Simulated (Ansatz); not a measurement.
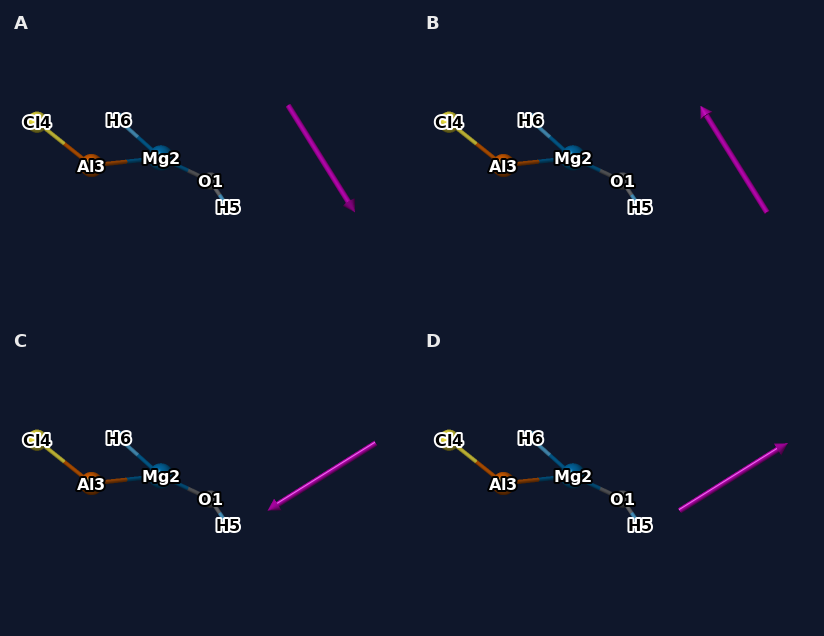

The same molecule four times, each with an arrow. Computed geometry: PBE-D4/def2-SVP optimisation. No frequency run is at hand to confirm it as a minimum. Method: RKS PBE-D4/def2-SVP (Ansatz 0.2.0).

Question: Which arrow points along the dipole moment, from the negative to the positive end?

Answer: A. The dipole moment is 1.46 D; it points from the side of Cl4 to the side of H5 (the outermost atoms at the two ends).
